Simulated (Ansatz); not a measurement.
**B3LYP/6-31G(d) (spherical functions) run of B3N3H6 (borazine)**

Aim: the energy change on altering one bond length of B3N3H6 (borazine) at B3LYP/6-31G* (spherical functions), from 2 runs. 

The results are computed with Ansatz 0.2.0.

43 further runs of the same task are left out: 1 that didn't finish, 42 set aside as unsound or not needed.

### 1 Starting point

B3N3H6: 12 atoms, total charge 0, spin state singlet. SMILES: `B1NBNBN1`. Geometry: relaxed at PBE0-D4/def2-TZVP. This is one conformer, not always the lowest.

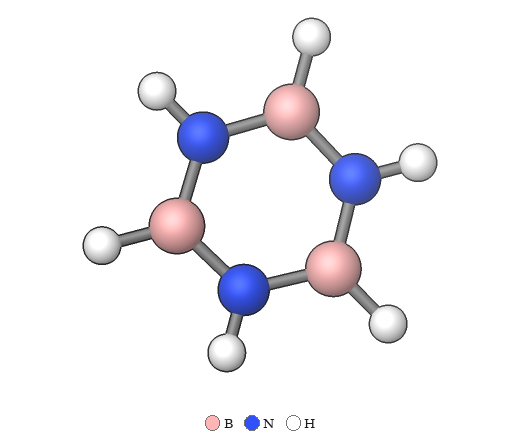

The structure, seen from a chosen angle (boron pink, nitrogen blue, hydrogen white).

### 2 The energy at B3LYP/6-31G(d) (spherical functions)

The input, run.yaml:

```yaml
crystal:
  periodic: [false, false, false]
  atoms:
    - {symbol: B, position_ang: [-0.725600, -1.223220, 0.253660]}
    - {symbol: N, position_ang: [0.524170, -0.956610, 0.883320]}
    - {symbol: B, position_ang: [1.265120, 0.238610, 0.655490]}
    - {symbol: N, position_ang: [0.704960, 1.188460, -0.246430]}
    - {symbol: B, position_ang: [-0.539530, 0.984630, -0.909140]}
    - {symbol: "N", position_ang: [-1.229160, -0.231820, -0.636840]}
    - {symbol: H, position_ang: [-1.326890, -2.236960, 0.463830]}
    - {symbol: H, position_ang: [0.899850, -1.642240, 1.516360]}
    - {symbol: H, position_ang: [2.313570, 0.436330, 1.198680]}
    - {symbol: H, position_ang: [1.210210, 2.040210, -0.423070]}
    - {symbol: H, position_ang: [-0.986620, 1.800580, -1.662600]}
    - {symbol: H, position_ang: [-2.110080, -0.397960, -1.093280]}
basis:
  gaussian:
    orbitals: 6-31G_st_-spherical.json
accuracy: high
output: {orbitals: {seedname: orbitals}}
hamiltonian:
  xc: {name: B3LYP}
```

The basis set 6-31G* is read from a file made from the Basis Set Exchange's data (not shown).

Started as:

```sh
$ ansatz run run.yaml --threads 1 --pin off --max-ram 3480MiB --events-out events.jsonl --progress --plain --runs-dir runs
```

What it wrote:

```text
Warning: RAYON_NUM_THREADS=1 ignored (pool sized by the plan → 1); use --threads N
Functional definition: B3LYP
  name "B3LYP"
  parameter a0 = 0.2
  parameter ax = 0.72
  parameter ac = 0.81
  exchange = (1 - a0 - ax)*slater_x + ax*b88_x + a0*exact_x
  correlation = (1 - ac)*vwn_rpa_c + ac*lyp_c
2425 factors; integrals over basis functions are off by at most 2.7e-9 eV
mean field evaluation 1: about -6591.3419 eV, gradient 7.6e1 eV
mean field evaluation 2: about -6576.7002 eV, gradient 1.1e2 eV
mean field evaluation 4: about -6603.0408 eV, gradient 9.2e-1 eV
mean field evaluation 8: about -6603.2700 eV, gradient 1.0e-1 eV
mean field evaluation 16: about -6603.2700 eV, gradient 2.0e-6 eV
mean field -6603.26999974 eV, -242.6656966331 hartree, gradient 5.9e-8 eV, S^2 0.000000; 0 other end points of the search recorded, 0 dependent functions left out
reference -6603.27004029 eV, -242.6656981236 hartree; 21, 21 occupied and 75, 75 virtual orbitals, 2425 factors
Total energy: -6603.27004029 eV, -242.6656981236 hartree
```

Wall time 18 s (1 thread of Intel Xeon Platinum 8175M at 2.50GHz (Skylake/Cascade Lake), shared host); peak memory 0.38 GiB.

### 3 The distorted shape

The input, run.yaml:

```yaml
crystal:
  periodic: [false, false, false]
  atoms:
    - {symbol: B, position_ang: [-0.424937, -0.716319, 0.148569]}
    - {symbol: "N", position_ang: [0.824833, -0.449709, 0.778229]}
    - {symbol: B, position_ang: [1.565783, 0.745511, 0.550399]}
    - {symbol: N, position_ang: [1.005623, 1.695361, -0.351521]}
    - {symbol: B, position_ang: [-0.238867, 1.491531, -1.014231]}
    - {symbol: "N", position_ang: [-0.928497, 0.275081, -0.741931]}
    - {symbol: H, position_ang: [-1.326890, -2.236960, 0.463830]}
    - {symbol: H, position_ang: [1.200513, -1.135339, 1.411269]}
    - {symbol: H, position_ang: [2.614233, 0.943231, 1.093589]}
    - {symbol: H, position_ang: [1.510873, 2.547111, -0.528161]}
    - {symbol: H, position_ang: [-0.685957, 2.307481, -1.767691]}
    - {symbol: H, position_ang: [-1.809417, 0.108941, -1.198371]}
basis:
  gaussian: {orbitals: 6-31G_st_-spherical.json}
hamiltonian: {xc: {name: B3LYP}}
accuracy: high
output: {orbitals: {seedname: orbitals}}
```

The basis set 6-31G* is read from a file made from the Basis Set Exchange's data (not shown).

Started as:

```sh
$ ansatz run run.yaml --threads 1 --pin off --max-ram 3480MiB --events-out events.jsonl --progress --plain --runs-dir runs
```

What it wrote:

```text
Warning: RAYON_NUM_THREADS=1 ignored (pool sized by the plan → 1); use --threads N
[... 7 set-up lines as earlier in the session ...]
2424 factors; integrals over basis functions are off by at most 2.7e-9 eV
mean field evaluation 1: about -6589.4996 eV, gradient 7.7e1 eV
mean field evaluation 2: about -6573.3495 eV, gradient 1.1e2 eV
mean field evaluation 4: about -6601.2381 eV, gradient 1.0e0 eV
mean field evaluation 8: about -6601.4536 eV, gradient 2.3e-1 eV
mean field evaluation 16: about -6601.4537 eV, gradient 1.3e-5 eV
mean field -6601.45370738 eV, -242.5989491201 hartree, gradient 7.5e-8 eV, S^2 0.000000; 0 other end points of the search recorded, 0 dependent functions left out
reference -6601.45374809 eV, -242.5989506163 hartree; 21, 21 occupied and 75, 75 virtual orbitals, 2424 factors
Total energy: -6601.45374809 eV, -242.5989506163 hartree
```

Wall time 16 s (1 thread of Intel Xeon Platinum 8175M at 2.50GHz (Skylake/Cascade Lake), shared host); peak memory 0.39 GiB.

### 4 Summary of results

Level: B3LYP/6-31G* (spherical functions).

| quantity | value |
| --- | --- |
| first shape: total energy | -242.66570 Eh |
| first shape: HOMO energy | -7.52 eV |
| first shape: LUMO energy | 0.71 eV |
| first shape: HOMO–LUMO gap | 8.23 eV |
| distorted shape: total energy | -242.59895 Eh |
| distorted shape: HOMO energy | -7.36 eV |
| distorted shape: LUMO energy | 0.46 eV |
| distorted shape: HOMO–LUMO gap | 7.82 eV |
| energy change with the B1–H7 bond stretched from 1.197 to 1.796 Å | 1.816 eV |

In words: With the B1–H7 bond stretched from 1.197 to 1.796 Å the energy rises by 1.82 eV (175 kJ/mol). The first shape isn't relaxed at this level, so the change isn't measured from a minimum.
